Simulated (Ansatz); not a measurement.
# One shape, several levels: C2H4O2Si (SMILES C=C1O[SiH2]O1)

Aim: a comparison of 6 runs (HF/6-31G**, HF/def2-SVP, B3LYP/6-31G*, PBE0-D3(BJ)-ATM/aug-pcseg-1, B3LYP/def2-TZVP, CCSDT/MINI) of C2H4O2Si. 

The calculation is run with Ansatz 0.2.0.

6 further runs of the same task are left out: 2 for a known fault of the program, 4 set aside as unsound or not needed.

## (1) Starting point

The species is C2H4O2Si (9 atoms), meant as a singlet with charge 0. SMILES: `C=C1O[SiH2]O1`. The shape is that of a PBE0-D4/def2-TZVP optimisation.

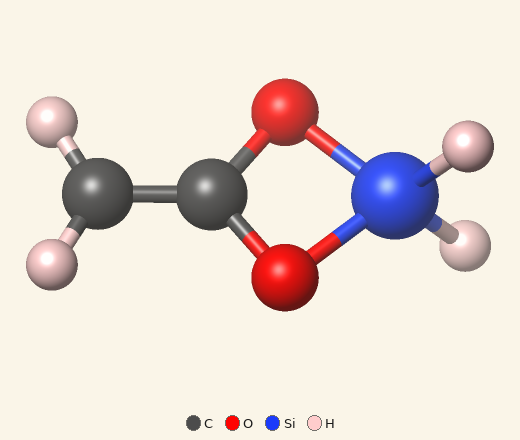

The structure, seen from a chosen angle (carbon dark grey, oxygen red, silicon blue, hydrogen pink).

## (2) Energy and gradient at HF/6-31G(d,p) (spherical functions) (run 1)

job.yaml reads:

```yaml
crystal:
  periodic: [false, false, false]
  atoms:
    - {symbol: C, position_ang: [0.527300, 1.358500, -1.129600]}
    - {symbol: C, position_ang: [0.157300, 0.383100, -0.322900]}
    - {symbol: O, position_ang: [-0.585200, 0.473600, 0.838200]}
    - {symbol: Si, position_ang: [-0.440000, -1.190500, 0.978300]}
    - {symbol: O, position_ang: [0.421700, -0.967300, -0.442100]}
    - {symbol: H, position_ang: [0.243100, 2.374800, -0.904500]}
    - {symbol: H, position_ang: [1.111300, 1.132600, -2.008400]}
    - {symbol: H, position_ang: [-1.701100, -1.949600, 0.840800]}
    - {symbol: H, position_ang: [0.354100, -1.661500, 2.132900]}
basis:
  gaussian:
    orbitals: 6-31G_st__st_-spherical.json
output: {forces: true, orbitals: {seedname: orbitals}}
hamiltonian:
  xc: hf
accuracy: high
```

The basis set 6-31G** is read from a file made from the Basis Set Exchange's data (not shown).

On the command line:

```
$ ansatz run job.yaml --threads 1 --pin off --max-ram 2610MiB --events-out events.jsonl --progress --plain --runs-dir runs
```

Log:

```text
Warning: RAYON_NUM_THREADS=1 ignored (pool sized by the plan → 1); use --threads N
Functional definition: HF
  name "HF"
  exchange = exact_x
  correlation = 0
2194 factors; integrals over basis functions are off by at most 3.5e-9 eV
mean field evaluation 1: about -14057.2326 eV, gradient 4.0e1 eV
mean field evaluation 2: about -14057.3467 eV, gradient 4.0e1 eV
mean field evaluation 4: about -14060.8914 eV, gradient 3.5e0 eV
mean field evaluation 8: about -14060.9398 eV, gradient 2.9e-1 eV
mean field -14060.94031820 eV, -516.7300258463 hartree, gradient 6.2e-8 eV, S^2 0.000000; 0 other end points of the search recorded, 0 dependent functions left out
the calculation of the forces begins
reference -14060.94031820 eV, -516.7300258463 hartree; 23, 23 occupied and 71, 71 virtual orbitals, 2194 factors
Total energy: -14060.94031820 eV, -516.7300258463 hartree
Atom 0 at     0.527300     1.358500    -1.129600 Å, force    -0.117826    -0.312937     0.257719 eV/Å
Atom 1 at     0.157300     0.383100    -0.322900 Å, force     0.190034     0.501604    -0.415580 eV/Å
Atom 2 at    -0.585200     0.473600     0.838200 Å, force     0.442471    -0.512951    -0.589528 eV/Å
Atom 3 at    -0.440000    -1.190500     0.978300 Å, force    -0.142747    -0.376497     0.311827 eV/Å
Atom 4 at     0.421700    -0.967300    -0.442100 Å, force    -0.383093     0.669559     0.460118 eV/Å
Atom 5 at     0.243100     2.374800    -0.904500 Å, force     0.086294    -0.283333    -0.073750 eV/Å
Atom 6 at     1.111300     1.132600    -2.008400 Å, force    -0.165551     0.075955     0.246522 eV/Å
Atom 7 at    -1.701100    -1.949600     0.840800 Å, force     0.264501     0.150015     0.039237 eV/Å
Atom 8 at     0.354100    -1.661500     2.132900 Å, force    -0.174083     0.088584    -0.236566 eV/Å
Dipole moment:    -0.127470    -0.335695     0.277552 e Å
```

It took 9.3 s on 1 thread of Intel Xeon Platinum 8488C (Sapphire Rapids), shared host.

## (3) Energy and gradient at HF/def2-SVP (run 2)

run.yaml reads:

```yaml
crystal:
  periodic: [false, false, false]
  atoms:
    - symbol: C
      position_ang: [0.527300, 1.358500, -1.129600]
    - symbol: C
      position_ang: [0.157300, 0.383100, -0.322900]
    - symbol: O
      position_ang: [-0.585200, 0.473600, 0.838200]
    - symbol: Si
      position_ang: [-0.440000, -1.190500, 0.978300]
    - symbol: O
      position_ang: [0.421700, -0.967300, -0.442100]
    - symbol: H
      position_ang: [0.243100, 2.374800, -0.904500]
    - symbol: H
      position_ang: [1.111300, 1.132600, -2.008400]
    - symbol: H
      position_ang: [-1.701100, -1.949600, 0.840800]
    - symbol: H
      position_ang: [0.354100, -1.661500, 2.132900]
basis:
  gaussian: {orbitals: def2-SVP}
hamiltonian: {xc: hf}
accuracy: high
output: {forces: true, orbitals: {seedname: orbitals}}
```

On the command line:

```
$ ansatz run run.yaml --threads 1 --pin off --max-ram 2610MiB --events-out events.jsonl --progress --plain --runs-dir runs
```

Log, shortened:

```text
Warning: RAYON_NUM_THREADS=1 ignored (pool sized by the plan → 1); use --threads N
Functional definition: HF
  name "HF"
[...]
2145 factors; integrals over basis functions are off by at most 3.8e-9 eV
[...]
mean field -14053.87198399 eV, -516.4702693549 hartree, gradient 2.9e-8 eV, S^2 0.000000; 0 other end points of the search recorded, 0 dependent functions left out
[...]
reference -14053.87198399 eV, -516.4702693549 hartree; 23, 23 occupied and 71, 71 virtual orbitals, 2145 factors
Total energy: -14053.87198399 eV, -516.4702693549 hartree
Atom 0 at     0.527300     1.358500    -1.129600 Å, force    -0.114448    -0.304178     0.250418 eV/Å
Atom 1 at     0.157300     0.383100    -0.322900 Å, force     0.093191     0.246326    -0.204422 eV/Å
Atom 2 at    -0.585200     0.473600     0.838200 Å, force     0.634729    -0.423542    -0.915331 eV/Å
Atom 3 at    -0.440000    -1.190500     0.978300 Å, force    -0.294051    -0.775092     0.641431 eV/Å
Atom 4 at     0.421700    -0.967300    -0.442100 Å, force    -0.396021     1.052606     0.395216 eV/Å
Atom 5 at     0.243100     2.374800    -0.904500 Å, force     0.003126    -0.010437    -0.002402 eV/Å
Atom 6 at     1.111300     1.132600    -2.008400 Å, force    -0.006736     0.002601     0.010194 eV/Å
Atom 7 at    -1.701100    -1.949600     0.840800 Å, force     0.221473     0.131261     0.026504 eV/Å
Atom 8 at     0.354100    -1.661500     2.132900 Å, force    -0.141263     0.080455    -0.201607 eV/Å
Dipole moment:    -0.126127    -0.332157     0.274625 e Å
```

Wall time 8.4 s (1 thread of Intel Xeon Platinum 8488C (Sapphire Rapids), shared host).

Runs 3 to 5 aren't shown in full; the table further down has their settings and results.

## (4) Energy and forces at CCSDT/MINI (run 6)

Edit run.yaml of step 3 so:

```diff
@@ -1 +1,4 @@
+basis:
+  gaussian:
+    orbitals: MINI.json
 crystal:
@@ -21,6 +24,11 @@
       position_ang: [0.354100, -1.661500, 2.132900]
-basis:
-  gaussian: {orbitals: def2-SVP}
-hamiltonian: {xc: hf}
+hamiltonian:
+  pseudopotentials: {relativity: none}
+correlation:
+  method: ccsdt
+  frozen_orbitals: {C: 1, H: 0, O: 1, Si: 5}
+  diis_vectors: 2
 accuracy: high
+scf:
+  lower_state_search: "off"
 output: {forces: true, orbitals: {seedname: orbitals}}
```

The basis set MINI is read from a file made from the Basis Set Exchange's data (not shown).

On the command line:

```
$ ansatz run run.yaml --threads 1 --pin off --max-ram 2610MiB --events-out events.jsonl --progress --plain --runs-dir runs
```

Log:

```text
Warning: RAYON_NUM_THREADS=1 ignored (pool sized by the plan → 1); use --threads N
[... 11 lines left out ...]
9 core orbitals not correlated: weight in the atoms' cores, before any rotation towards them, 1.000 or more for the frozen orbitals, at most 0.000 for the correlated occupied ones
[... 33 lines left out ...]
Total energy: -13977.38622376 eV, -513.6594695104 hartree
[... 9 lines left out ...]
Dipole moment:    -0.126831    -0.334075     0.276226 e Å
Checks for a lower state left out: starts, cluster_reference, orbital_swaps, neighbouring_geometries, increment
```

Run time: 19 s. Hardware: 1 thread of Intel Xeon Platinum 8488C (Sapphire Rapids), shared host; peak memory 0.4 GiB.

## (5) All runs side by side

| run | level | accuracy | lower state search | energy (Eh) | dipole moment (D) | HOMO energy (eV) | LUMO energy (eV) | wall time |
| --- | --- | --- | --- | --- | --- | --- | --- | --- |
| 1 | HF/6-31G** (spherical functions) | high | default | -516.730026 | 2.18 | -9.17 | 2.70 | 9.3 s |
| 2 | HF/def2-SVP | high | default | -516.470269 | 2.16 | -9.35 | 2.99 | 8.4 s |
| 3 | B3LYP/6-31G* (spherical functions) | high | default | -518.564133 | 2.01 | -6.09 | -0.77 | 15 s |
| 4 | PBE0-D3(BJ)-ATM/aug-pcseg-1 (sfX2C, density fitting with cc-pVTZ-jkfit) | medium | default | -518.838990 | 2.10 | -6.67 | -1.08 | 6 s |
| 5 | B3LYP/def2-TZVP | high | default | -518.709567 | 2.03 | -6.43 | -1.15 | 49 s |
| 6 | CCSDT/MINI | high | off | -513.659470 | 2.17 | -10.79 | 2.63 | 19 s |

## (6) Summary of results

| quantity | value |
| --- | --- |
| run 6: total energy | -513.65947 Eh |
| run 6: dipole moment (correlated density) | 2.17 D |
| run 6: HOMO energy (Hartree–Fock orbitals) | -10.79 eV |
| run 6: LUMO energy (Hartree–Fock orbitals) | 2.63 eV |
| run 6: HOMO–LUMO gap (Hartree–Fock orbitals) | 13.42 eV |
| run 6: correlation energy (9 core orbitals frozen) | -255.7 mEh |
| run 6: T1 diagnostic | 0.012 |
| run 6: largest force on an atom | 6.553 eV/Å |

What this shows: The dipole moment (its size) runs from 2.01 D (B3LYP/6-31G*) to 2.18 D (HF/6-31G**). The two ends differ in method and basis. Over runs 1, 2, 3, 4, 5 the HOMO–LUMO gap runs from 5.28 eV (B3LYP/def2-TZVP) to 12.34 eV (HF/def2-SVP). Totals of different functionals can't be ranked against each other. Some runs of one species differ in core potentials or relativity; totals across that change don't compare. In run 6 the basis is minimal, so the values are rough. All runs together took 1.8 min, the longest 49 s.
